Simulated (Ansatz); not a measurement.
**Molecular dynamics, with input and output: Si2PNH6 (part 1 of 5)**

System: Si2PNH6.
Method: RKS r2SCAN/def2-SVP (Ansatz 0.2.0).

It belongs to a series of runs on one base structure; here: dynamics from the highest image of the converged band. Figures and captions count atoms from 1; the log counts them from 0 in places.

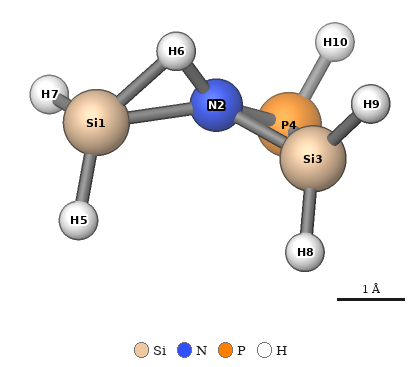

**Figure 1.** The structure as given in the input (ball-and-stick view, seen at a tilt; atoms are numbered from 1 in the order of the input). Bond lengths as drawn: H–N 1.30 Å, H–P 1.44 Å, H–Si 1.49 to 1.66 Å, N–P 1.93 Å, N–Si 1.77 to 1.88 Å and P–Si 2.21 Å.

### Key numbers

| quantity | value |
| --- | --- |
| outcome | finished |
| mean temperature over the second half | 1497 K |
| trajectory | 200 steps, 100 fs |
| ensemble | nve |
| temperature in the input | 300.0 K |
| time step | 0.5 fs |
| potential energy (last step) | −26618.3024 eV |
| mean-field energy (last step) | −26618.3024 eV |
| largest force (length of the vector) (last step) | 2.428 eV/Å |
| hardware | 2 threads of Arm Neoverse V1, 24 GiB of memory available, shared host |
| wall time | 12 min (CPU time 23 min) |
| peak memory | 0.17 GiB |

### Remarks

So short a trajectory is not equilibrated.

### Input
```yaml
crystal:
  periodic: [false, false, false]
  atoms:
    - { symbol: Si, position_ang: [-1.264264, 1.328297, -0.60933] }
    - { symbol: "N", position_ang: [0.191638, 0.312894, 0.007721] }
    - { symbol: Si, position_ang: [0.262158, -1.24896, 0.827223] }
    - { symbol: P, position_ang: [1.620493, -0.676864, -0.820849] }
    - { symbol: H, position_ang: [-2.291917, 0.4035, -1.216435] }
    - { symbol: H, position_ang: [-0.2214, 1.34364, 0.68397] }
    - { symbol: H, position_ang: [-0.687099, 2.085787, -1.769644] }
    - { symbol: H, position_ang: [-0.835023, -2.214957, 0.565473] }
    - { symbol: H, position_ang: [0.682171, -1.186035, 2.250905] }
    - { symbol: H, position_ang: [2.626442, -0.198603, 0.084066] }
basis:
  gaussian: { orbitals: def2-SVP }
hamiltonian:
  xc: r2scan
md:
  timestep: 0.5
  n_steps: 200
  ensemble: nve
  temperature: 300.0
  initial_velocities: maxwell_boltzmann
  seed: 5534
```

Launch command:
```bash
ansatz run input.yaml --threads 2 --pin off --max-ram 3072MiB --backend cpu --events-out ev --progress --plain --runs-dir out
```

### Log
```
Engine: ansatz 0.2.0, aarch64-unknown-linux-gnu
Functional definition: r2SCAN
  parameter k0 = 0.174
  parameter k1 = 0.065
  parameter a1 = 4.9479
  exchange = r2scan_x(k0 = k0, k1 = k1, a1 = a1)
  correlation = r2scan_c
1119 factors; their error is unknown
mean field evaluation 1: about -26611.1091 eV, gradient 5.1e1 eV
mean field evaluation 2: about -26576.9910 eV, gradient 1.2e2 eV
mean field evaluation 4: about -26616.3395 eV, gradient 1.0e1 eV
mean field evaluation 8: about -26616.8367 eV, gradient 2.3e-1 eV
mean field evaluation 16: about -26616.7596 eV, gradient 2.9e-4 eV
mean field -26616.75961745 eV, -978.1478744538 hartree, gradient 5.1e-5 eV, S^2 0.000000; 0 other end points of the search recorded, 0 dependent functions left out
the calculation of the forces begins
reference -26616.75962818 eV, -978.1478748479 hartree; 28, 28 occupied and 70, 70 virtual orbitals, 1119 factors
md step     0: t =     0.00 fs  T =   300.0 K  F+E_penalty+E_count = -26616.75961745 eV  E_kin = 0.310224 eV  conserved = -26616.44939346 eV  (28 SCF iters)
these checks for a lower state are left out or cut short: starts, cluster_reference, orbital_swaps, neighbouring_geometries, increment
1119 factors; their error is unknown
mean field -26616.75578474 eV, -978.1477336041 hartree, gradient 2.5e-5 eV, S^2 0.000000; 0 other end points of the search recorded, 0 dependent functions left out
the calculation of the forces begins
reference -26616.75579548 eV, -978.1477339988 hartree; 28, 28 occupied and 70, 70 virtual orbitals, 1119 factors
md step     1: t =     0.50 fs  T =   296.3 K  F+E_penalty+E_count = -26616.75578474 eV  E_kin = 0.306442 eV  conserved = -26616.44934297 eV  (32 SCF iters)
[... from here on the SCF iterations and repeated set-up lines of each step are left out, up to the last step ...]
md step     2: t =     1.00 fs  T =   285.5 K  F+E_penalty+E_count = -26616.74442719 eV  E_kin = 0.295188 eV  conserved = -26616.44923947 eV  (31 SCF iters)
md step     3: t =     1.50 fs  T =   268.9 K  F+E_penalty+E_count = -26616.72712538 eV  E_kin = 0.278024 eV  conserved = -26616.44910151 eV  (31 SCF iters)
md step     4: t =     2.00 fs  T =   248.6 K  F+E_penalty+E_count = -26616.70601560 eV  E_kin = 0.257064 eV  conserved = -26616.44895165 eV  (32 SCF iters)
md step     5: t =     2.50 fs  T =   226.9 K  F+E_penalty+E_count = -26616.68344119 eV  E_kin = 0.234631 eV  conserved = -26616.44881006 eV  (31 SCF iters)
md step     6: t =     3.00 fs  T =   205.9 K  F+E_penalty+E_count = -26616.66162280 eV  E_kin = 0.212927 eV  conserved = -26616.44869534 eV  (32 SCF iters)
md step     7: t =     3.50 fs  T =   187.4 K  F+E_penalty+E_count = -26616.64237395 eV  E_kin = 0.193755 eV  conserved = -26616.44861925 eV  (31 SCF iters)
md step     8: t =     4.00 fs  T =   172.4 K  F+E_penalty+E_count = -26616.62690277 eV  E_kin = 0.178315 eV  conserved = -26616.44858803 eV  (32 SCF iters)
md step     9: t =     4.50 fs  T =   161.6 K  F+E_penalty+E_count = -26616.61570801 eV  E_kin = 0.167105 eV  conserved = -26616.44860258 eV  (31 SCF iters)
md step    10: t =     5.00 fs  T =   154.6 K  F+E_penalty+E_count = -26616.60857017 eV  E_kin = 0.159914 eV  conserved = -26616.44865640 eV  (31 SCF iters)
md step    11: t =     5.50 fs  T =   150.8 K  F+E_penalty+E_count = -26616.60463757 eV  E_kin = 0.155897 eV  conserved = -26616.44874082 eV  (32 SCF iters)
md step    12: t =     6.00 fs  T =   148.7 K  F+E_penalty+E_count = -26616.60257621 eV  E_kin = 0.153733 eV  conserved = -26616.44884329 eV  (31 SCF iters)
md step    13: t =     6.50 fs  T =   146.8 K  F+E_penalty+E_count = -26616.60077576 eV  E_kin = 0.151827 eV  conserved = -26616.44894886 eV  (32 SCF iters)
md step    14: t =     7.00 fs  T =   143.7 K  F+E_penalty+E_count = -26616.59759193 eV  E_kin = 0.148551 eV  conserved = -26616.44904089 eV  (31 SCF iters)
md step    15: t =     7.50 fs  T =   137.8 K  F+E_penalty+E_count = -26616.59161184 eV  E_kin = 0.142510 eV  conserved = -26616.44910192 eV  (32 SCF iters)
md step    16: t =     8.00 fs  T =   128.4 K  F+E_penalty+E_count = -26616.58192756 eV  E_kin = 0.132810 eV  conserved = -26616.44911722 eV  (32 SCF iters)
md step    17: t =     8.50 fs  T =   115.4 K  F+E_penalty+E_count = -26616.56838102 eV  E_kin = 0.119307 eV  conserved = -26616.44907402 eV  (31 SCF iters)
md step    18: t =     9.00 fs  T =    99.4 K  F+E_penalty+E_count = -26616.55174321 eV  E_kin = 0.102774 eV  conserved = -26616.44896968 eV  (31 SCF iters)
md step    19: t =     9.50 fs  T =    82.1 K  F+E_penalty+E_count = -26616.53374545 eV  E_kin = 0.084932 eV  conserved = -26616.44881344 eV  (32 SCF iters)
md step    20: t =    10.00 fs  T =    66.0 K  F+E_penalty+E_count = -26616.51691052 eV  E_kin = 0.068280 eV  conserved = -26616.44863087 eV  (31 SCF iters)
md step    21: t =    10.50 fs  T =    53.9 K  F+E_penalty+E_count = -26616.50415424 eV  E_kin = 0.055697 eV  conserved = -26616.44845731 eV  (31 SCF iters)
md step    22: t =    11.00 fs  T =    48.3 K  F+E_penalty+E_count = -26616.49822773 eV  E_kin = 0.049897 eV  conserved = -26616.44833053 eV  (31 SCF iters)
md step    23: t =    11.50 fs  T =    51.1 K  F+E_penalty+E_count = -26616.50113396 eV  E_kin = 0.052855 eV  conserved = -26616.44827852 eV  (31 SCF iters)
md step    24: t =    12.00 fs  T =    63.2 K  F+E_penalty+E_count = -26616.51370357 eV  E_kin = 0.065396 eV  conserved = -26616.44830788 eV  (31 SCF iters)
md step    25: t =    12.50 fs  T =    84.2 K  F+E_penalty+E_count = -26616.53548702 eV  E_kin = 0.087085 eV  conserved = -26616.44840247 eV  (31 SCF iters)
md step    26: t =    13.00 fs  T =   112.6 K  F+E_penalty+E_count = -26616.56500491 eV  E_kin = 0.116476 eV  conserved = -26616.44852842 eV  (32 SCF iters)
md step    27: t =    13.50 fs  T =   146.6 K  F+E_penalty+E_count = -26616.60027580 eV  E_kin = 0.151631 eV  conserved = -26616.44864453 eV  (31 SCF iters)
md step    28: t =    14.00 fs  T =   184.5 K  F+E_penalty+E_count = -26616.63945508 eV  E_kin = 0.190740 eV  conserved = -26616.44871478 eV  (31 SCF iters)
md step    29: t =    14.50 fs  T =   225.0 K  F+E_penalty+E_count = -26616.68140385 eV  E_kin = 0.232688 eV  conserved = -26616.44871631 eV  (31 SCF iters)
md step    30: t =    15.00 fs  T =   268.3 K  F+E_penalty+E_count = -26616.72606288 eV  E_kin = 0.277421 eV  conserved = -26616.44864207 eV  (31 SCF iters)
md step    31: t =    15.50 fs  T =   315.3 K  F+E_penalty+E_count = -26616.77458283 eV  E_kin = 0.326083 eV  conserved = -26616.44850014 eV  (31 SCF iters)
md step    32: t =    16.00 fs  T =   368.4 K  F+E_penalty+E_count = -26616.82922344 eV  E_kin = 0.380913 eV  conserved = -26616.44831086 eV  (31 SCF iters)
md step    33: t =    16.50 fs  T =   430.3 K  F+E_penalty+E_count = -26616.89307024 eV  E_kin = 0.444972 eV  conserved = -26616.44809850 eV  (31 SCF iters)
md step    34: t =    17.00 fs  T =   504.6 K  F+E_penalty+E_count = -26616.96964694 eV  E_kin = 0.521752 eV  conserved = -26616.44789477 eV  (31 SCF iters)
md step    35: t =    17.50 fs  T =   594.5 K  F+E_penalty+E_count = -26617.06244913 eV  E_kin = 0.614718 eV  conserved = -26616.44773156 eV  (30 SCF iters)
md step    36: t =    18.00 fs  T =   702.9 K  F+E_penalty+E_count = -26617.17445814 eV  E_kin = 0.726817 eV  conserved = -26616.44764078 eV  (30 SCF iters)
md step    37: t =    18.50 fs  T =   831.7 K  F+E_penalty+E_count = -26617.30765973 eV  E_kin = 0.860007 eV  conserved = -26616.44765270 eV  (30 SCF iters)
md step    38: t =    19.00 fs  T =   981.3 K  F+E_penalty+E_count = -26617.46258730 eV  E_kin = 1.014794 eV  conserved = -26616.44779315 eV  (29 SCF iters)
md step    39: t =    19.50 fs  T =  1150.6 K  F+E_penalty+E_count = -26617.63793077 eV  E_kin = 1.189850 eV  conserved = -26616.44808070 eV  (30 SCF iters)
md step    40: t =    20.00 fs  T =  1336.2 K  F+E_penalty+E_count = -26617.83025915 eV  E_kin = 1.381738 eV  conserved = -26616.44852090 eV  (30 SCF iters)
md step    41: t =    20.50 fs  T =  1532.6 K  F+E_penalty+E_count = -26618.03392274 eV  E_kin = 1.584822 eV  conserved = -26616.44910069 eV  (30 SCF iters)
md step    42: t =    21.00 fs  T =  1732.4 K  F+E_penalty+E_count = -26618.24123395 eV  E_kin = 1.791446 eV  conserved = -26616.44978778 eV  (30 SCF iters)
md step    43: t =    21.50 fs  T =  1926.8 K  F+E_penalty+E_count = -26618.44295452 eV  E_kin = 1.992424 eV  conserved = -26616.45053042 eV  (30 SCF iters)
md step    44: t =    22.00 fs  T =  2106.0 K  F+E_penalty+E_count = -26618.62907585 eV  E_kin = 2.177823 eV  conserved = -26616.45125284 eV  (30 SCF iters)
md step    45: t =    22.50 fs  T =  2261.0 K  F+E_penalty+E_count = -26618.78989652 eV  E_kin = 2.338017 eV  conserved = -26616.45187942 eV  (30 SCF iters)
md step    46: t =    23.00 fs  T =  2383.6 K  F+E_penalty+E_count = -26618.91716260 eV  E_kin = 2.464827 eV  conserved = -26616.45233538 eV  (30 SCF iters)
md step    47: t =    23.50 fs  T =  2468.4 K  F+E_penalty+E_count = -26619.00511853 eV  E_kin = 2.552550 eV  conserved = -26616.45256804 eV  (30 SCF iters)
md step    48: t =    24.00 fs  T =  2513.0 K  F+E_penalty+E_count = -26619.05123978 eV  E_kin = 2.598684 eV  conserved = -26616.45255590 eV  (30 SCF iters)
md step    49: t =    24.50 fs  T =  2518.3 K  F+E_penalty+E_count = -26619.05644122 eV  E_kin = 2.604116 eV  conserved = -26616.45232531 eV  (30 SCF iters)
md step    50: t =    25.00 fs  T =  2488.0 K  F+E_penalty+E_count = -26619.02470654 eV  E_kin = 2.572778 eV  conserved = -26616.45192886 eV  (30 SCF iters)
md step    51: t =    25.50 fs  T =  2428.1 K  F+E_penalty+E_count = -26618.96226137 eV  E_kin = 2.510820 eV  conserved = -26616.45144147 eV  (30 SCF iters)
md step    52: t =    26.00 fs  T =  2345.6 K  F+E_penalty+E_count = -26618.87644966 eV  E_kin = 2.425505 eV  conserved = -26616.45094467 eV  (29 SCF iters)
md step    53: t =    26.50 fs  T =  2247.5 K  F+E_penalty+E_count = -26618.77458586 eV  E_kin = 2.324085 eV  conserved = -26616.45050058 eV  (29 SCF iters)
md step    54: t =    27.00 fs  T =  2140.0 K  F+E_penalty+E_count = -26618.66304474 eV  E_kin = 2.212897 eV  conserved = -26616.45014797 eV  (30 SCF iters)
md step    55: t =    27.50 fs  T =  2027.7 K  F+E_penalty+E_count = -26618.54673271 eV  E_kin = 2.096838 eV  conserved = -26616.44989439 eV  (30 SCF iters)
md step    56: t =    28.00 fs  T =  1914.1 K  F+E_penalty+E_count = -26618.42901128 eV  E_kin = 1.979290 eV  conserved = -26616.44972171 eV  (29 SCF iters)
md step    57: t =    28.50 fs  T =  1801.0 K  F+E_penalty+E_count = -26618.31199477 eV  E_kin = 1.862395 eV  conserved = -26616.44959989 eV  (30 SCF iters)
md step    58: t =    29.00 fs  T =  1690.0 K  F+E_penalty+E_count = -26618.19704034 eV  E_kin = 1.747544 eV  conserved = -26616.44949627 eV  (29 SCF iters)
md step    59: t =    29.50 fs  T =  1582.0 K  F+E_penalty+E_count = -26618.08526459 eV  E_kin = 1.635879 eV  conserved = -26616.44938579 eV  (30 SCF iters)
md step    60: t =    30.00 fs  T =  1478.3 K  F+E_penalty+E_count = -26617.97794253 eV  E_kin = 1.528687 eV  conserved = -26616.44925579 eV  (30 SCF iters)
md step    61: t =    30.50 fs  T =  1380.6 K  F+E_penalty+E_count = -26617.87670952 eV  E_kin = 1.427602 eV  conserved = -26616.44910754 eV  (30 SCF iters)
md step    62: t =    31.00 fs  T =  1290.6 K  F+E_penalty+E_count = -26617.78356298 eV  E_kin = 1.334613 eV  conserved = -26616.44894974 eV  (30 SCF iters)
md step    63: t =    31.50 fs  T =  1210.7 K  F+E_penalty+E_count = -26617.70072878 eV  E_kin = 1.251934 eV  conserved = -26616.44879460 eV  (30 SCF iters)
md step    64: t =    32.00 fs  T =  1142.8 K  F+E_penalty+E_count = -26617.63044870 eV  E_kin = 1.181788 eV  conserved = -26616.44866024 eV  (30 SCF iters)
md step    65: t =    32.50 fs  T =  1089.0 K  F+E_penalty+E_count = -26617.57471601 eV  E_kin = 1.126157 eV  conserved = -26616.44855876 eV  (30 SCF iters)
md step    66: t =    33.00 fs  T =  1050.7 K  F+E_penalty+E_count = -26617.53505130 eV  E_kin = 1.086549 eV  conserved = -26616.44850195 eV  (30 SCF iters)
md step    67: t =    33.50 fs  T =  1028.8 K  F+E_penalty+E_count = -26617.51232446 eV  E_kin = 1.063828 eV  conserved = -26616.44849688 eV  (30 SCF iters)
md step    68: t =    34.00 fs  T =  1023.2 K  F+E_penalty+E_count = -26617.50663219 eV  E_kin = 1.058084 eV  conserved = -26616.44854780 eV  (30 SCF iters)
md step    69: t =    34.50 fs  T =  1033.4 K  F+E_penalty+E_count = -26617.51722815 eV  E_kin = 1.068571 eV  conserved = -26616.44865706 eV  (31 SCF iters)
md step    70: t =    35.00 fs  T =  1057.6 K  F+E_penalty+E_count = -26617.54248887 eV  E_kin = 1.093661 eV  conserved = -26616.44882825 eV  (30 SCF iters)
md step    71: t =    35.50 fs  T =  1093.5 K  F+E_penalty+E_count = -26617.57987613 eV  E_kin = 1.130811 eV  conserved = -26616.44906486 eV  (30 SCF iters)
md step    72: t =    36.00 fs  T =  1137.8 K  F+E_penalty+E_count = -26617.62590108 eV  E_kin = 1.176527 eV  conserved = -26616.44937364 eV  (30 SCF iters)
md step    73: t =    36.50 fs  T =  1185.9 K  F+E_penalty+E_count = -26617.67605689 eV  E_kin = 1.226294 eV  conserved = -26616.44976338 eV  (30 SCF iters)
md step    74: t =    37.00 fs  T =  1232.5 K  F+E_penalty+E_count = -26617.72474509 eV  E_kin = 1.274506 eV  conserved = -26616.45023952 eV  (30 SCF iters)
md step    75: t =    37.50 fs  T =  1271.1 K  F+E_penalty+E_count = -26617.76526440 eV  E_kin = 1.314465 eV  conserved = -26616.45079939 eV  (30 SCF iters)
md step    76: t =    38.00 fs  T =  1294.5 K  F+E_penalty+E_count = -26617.78997981 eV  E_kin = 1.338574 eV  conserved = -26616.45140564 eV  (30 SCF iters)
md step    77: t =    38.50 fs  T =  1294.8 K  F+E_penalty+E_count = -26617.79095618 eV  E_kin = 1.338978 eV  conserved = -26616.45197810 eV  (30 SCF iters)
md step    78: t =    39.00 fs  T =  1265.9 K  F+E_penalty+E_count = -26617.76136262 eV  E_kin = 1.309015 eV  conserved = -26616.45234740 eV  (29 SCF iters)
md step    79: t =    39.50 fs  T =  1204.7 K  F+E_penalty+E_count = -26617.69800697 eV  E_kin = 1.245736 eV  conserved = -26616.45227072 eV  (30 SCF iters)
md step    80: t =    40.00 fs  T =  1115.3 K  F+E_penalty+E_count = -26617.60482121 eV  E_kin = 1.153310 eV  conserved = -26616.45151126 eV  (30 SCF iters)
md step    81: t =    40.50 fs  T =  1011.6 K  F+E_penalty+E_count = -26617.49605694 eV  E_kin = 1.046045 eV  conserved = -26616.45001155 eV  (30 SCF iters)
md step    82: t =    41.00 fs  T =   917.1 K  F+E_penalty+E_count = -26617.39647102 eV  E_kin = 0.948349 eV  conserved = -26616.44812193 eV  (30 SCF iters)
md step    83: t =    41.50 fs  T =   859.7 K  F+E_penalty+E_count = -26617.33559016 eV  E_kin = 0.888973 eV  conserved = -26616.44661757 eV  (30 SCF iters)
md step    84: t =    42.00 fs  T =   860.6 K  F+E_penalty+E_count = -26617.33620688 eV  E_kin = 0.889904 eV  conserved = -26616.44630310 eV  (30 SCF iters)
md step    85: t =    42.50 fs  T =   923.9 K  F+E_penalty+E_count = -26617.40284529 eV  E_kin = 0.955413 eV  conserved = -26616.44743217 eV  (30 SCF iters)
md step    86: t =    43.00 fs  T =  1033.7 K  F+E_penalty+E_count = -26617.51835528 eV  E_kin = 1.068894 eV  conserved = -26616.44946172 eV  (30 SCF iters)
md step    87: t =    43.50 fs  T =  1160.7 K  F+E_penalty+E_count = -26617.65177686 eV  E_kin = 1.200306 eV  conserved = -26616.45147037 eV  (30 SCF iters)
md step    88: t =    44.00 fs  T =  1275.6 K  F+E_penalty+E_count = -26617.77178221 eV  E_kin = 1.319033 eV  conserved = -26616.45274945 eV  (30 SCF iters)
md step    89: t =    44.50 fs  T =  1357.8 K  F+E_penalty+E_count = -26617.85720509 eV  E_kin = 1.404088 eV  conserved = -26616.45311705 eV  (30 SCF iters)
md step    90: t =    45.00 fs  T =  1399.8 K  F+E_penalty+E_count = -26617.90029299 eV  E_kin = 1.447527 eV  conserved = -26616.45276558 eV  (30 SCF iters)
md step    91: t =    45.50 fs  T =  1404.3 K  F+E_penalty+E_count = -26617.90419275 eV  E_kin = 1.452154 eV  conserved = -26616.45203827 eV  (30 SCF iters)
md step    92: t =    46.00 fs  T =  1380.0 K  F+E_penalty+E_count = -26617.87823072 eV  E_kin = 1.427017 eV  conserved = -26616.45121340 eV  (30 SCF iters)
md step    93: t =    46.50 fs  T =  1337.7 K  F+E_penalty+E_count = -26617.83375693 eV  E_kin = 1.383301 eV  conserved = -26616.45045580 eV  (30 SCF iters)
md step    94: t =    47.00 fs  T =  1287.8 K  F+E_penalty+E_count = -26617.78151640 eV  E_kin = 1.331675 eV  conserved = -26616.44984128 eV  (30 SCF iters)
md step    95: t =    47.50 fs  T =  1238.8 K  F+E_penalty+E_count = -26617.73040633 eV  E_kin = 1.281023 eV  conserved = -26616.44938295 eV  (30 SCF iters)
md step    96: t =    48.00 fs  T =  1197.3 K  F+E_penalty+E_count = -26617.68715366 eV  E_kin = 1.238089 eV  conserved = -26616.44906471 eV  (30 SCF iters)
md step    97: t =    48.50 fs  T =  1167.8 K  F+E_penalty+E_count = -26617.65647104 eV  E_kin = 1.207612 eV  conserved = -26616.44885857 eV  (30 SCF iters)
md step    98: t =    49.00 fs  T =  1153.4 K  F+E_penalty+E_count = -26617.64141723 eV  E_kin = 1.192681 eV  conserved = -26616.44873620 eV  (29 SCF iters)
md step    99: t =    49.50 fs  T =  1155.7 K  F+E_penalty+E_count = -26617.64379530 eV  E_kin = 1.195122 eV  conserved = -26616.44867370 eV  (30 SCF iters)
md step   100: t =    50.00 fs  T =  1175.8 K  F+E_penalty+E_count = -26617.66448808 eV  E_kin = 1.215832 eV  conserved = -26616.44865628 eV  (30 SCF iters)
md step   101: t =    50.50 fs  T =  1213.6 K  F+E_penalty+E_count = -26617.70368421 eV  E_kin = 1.255008 eV  conserved = -26616.44867572 eV  (30 SCF iters)
md step   102: t =    51.00 fs  T =  1269.0 K  F+E_penalty+E_count = -26617.76100243 eV  E_kin = 1.312271 eV  conserved = -26616.44873189 eV  (30 SCF iters)
md step   103: t =    51.50 fs  T =  1341.0 K  F+E_penalty+E_count = -26617.83552654 eV  E_kin = 1.386702 eV  conserved = -26616.44882474 eV  (30 SCF iters)
md step   104: t =    52.00 fs  T =  1428.2 K  F+E_penalty+E_count = -26617.92581868 eV  E_kin = 1.476865 eV  conserved = -26616.44895399 eV  (30 SCF iters)
md step   105: t =    52.50 fs  T =  1528.7 K  F+E_penalty+E_count = -26618.02995029 eV  E_kin = 1.580835 eV  conserved = -26616.44911511 eV  (30 SCF iters)
md step   106: t =    53.00 fs  T =  1640.4 K  F+E_penalty+E_count = -26618.14558352 eV  E_kin = 1.696280 eV  conserved = -26616.44930304 eV  (30 SCF iters)
md step   107: t =    53.50 fs  T =  1760.6 K  F+E_penalty+E_count = -26618.27006588 eV  E_kin = 1.820551 eV  conserved = -26616.44951439 eV  (30 SCF iters)
md step   108: t =    54.00 fs  T =  1886.4 K  F+E_penalty+E_count = -26618.40046916 eV  E_kin = 1.950714 eV  conserved = -26616.44975564 eV  (30 SCF iters)
```
